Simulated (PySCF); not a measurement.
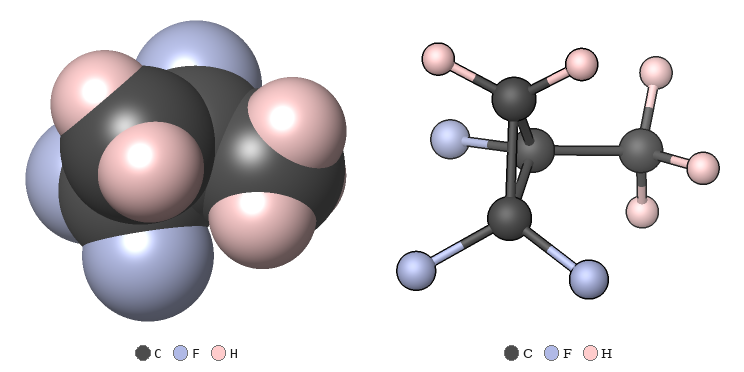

Both panels show the same species.

Computed geometry: GFN2-xTB optimisation. No frequency run is at hand to confirm it as a minimum.

Question: What is the molecular formula?

Answer: C4H5F3, 12 atoms: 4 carbon, 5 hydrogen and 3 fluorine.

Question: Write the SMILES.

Answer: C[C@]1(F)CC1(F)F

Question: Which point group does it belong to?

Answer: C1.

Question: Name some functional groups or characteristic bonds that it holds.

Answer: Among them: C–F bond.

More results for the same structure follow; atom numbers are the same in all pictures, views and colours differ.

Dipole moment

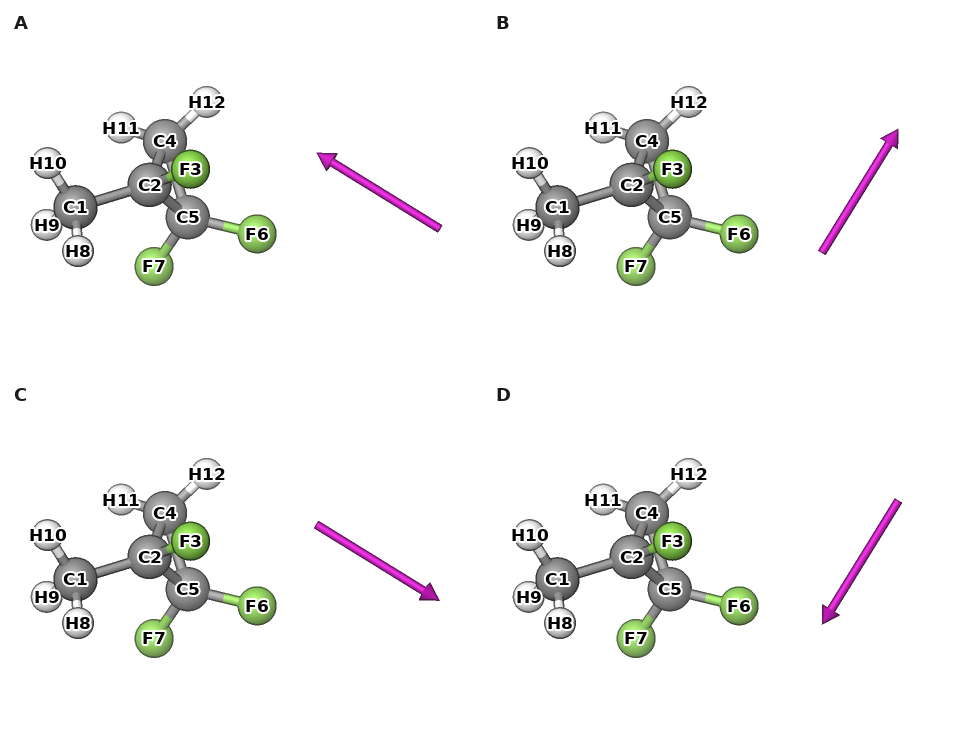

The same molecule four times, each with an arrow. No frequency run is at hand to confirm it as a minimum. Level of theory: PBE0/pcSseg-1, gas phase (PySCF 2.14.0).

Question: Which arrow points along the dipole moment, from the negative to the positive end?

Answer: A. The dipole moment is 2.43 D; it points from the side of F6 to the side of H10 (the outermost atoms at the two ends).

Charges

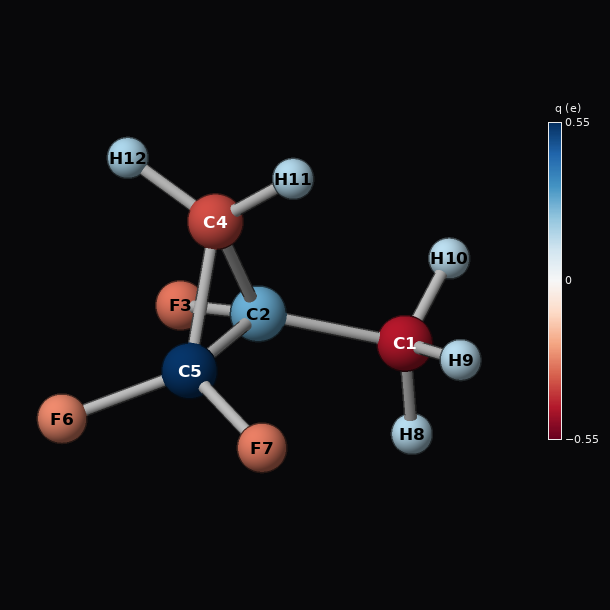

Atoms are coloured by their IAO charges. No frequency run is at hand to confirm it as a minimum. Properties computed with PBE0/pcSseg-1, gas phase (PySCF 2.14.0).

Give the IAO charges atom by atom.

```csv
atom,value (e)
C1,−0.44
C2,0.28
F3,−0.30
C4,−0.36
C5,0.54
F6,−0.27
F7,−0.29
H8,0.16
H9,0.16
H10,0.16
H11,0.17
H12,0.18
```

NMR shielding

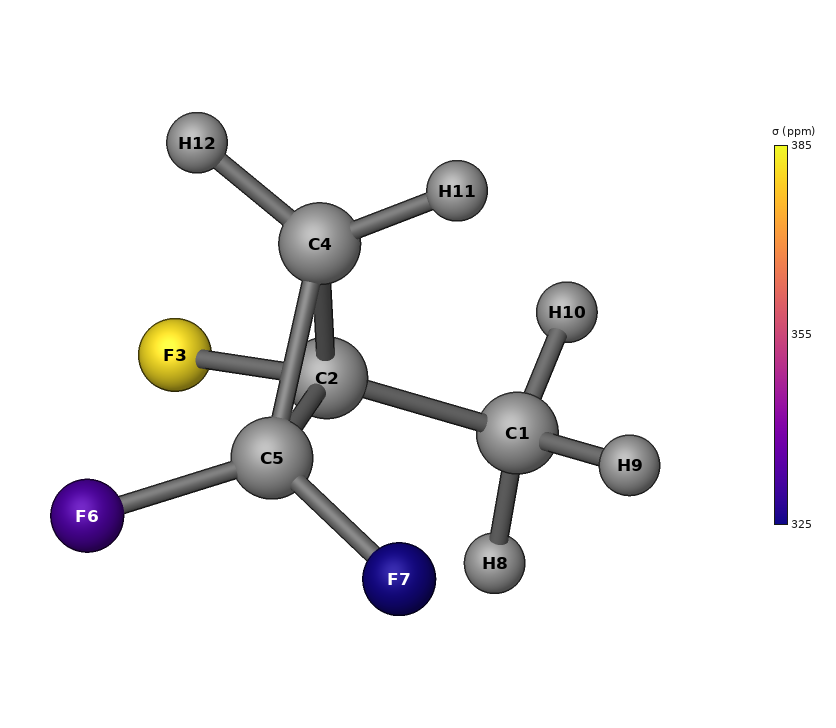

Atoms are coloured by their isotropic NMR shieldings (F only, the others grey). No frequency run is at hand to confirm it as a minimum. Level of theory: GIAO PBE0/pcSseg-1 NMR shielding, non-relativistic, gas phase (PySCF 2.14.0).

List the isotropic NMR shieldings of the F atoms.

| atom | σ (ppm) |
| --- | --- |
| F3 | 381.4 |
| F6 | 332.8 |
| F7 | 325.6 |
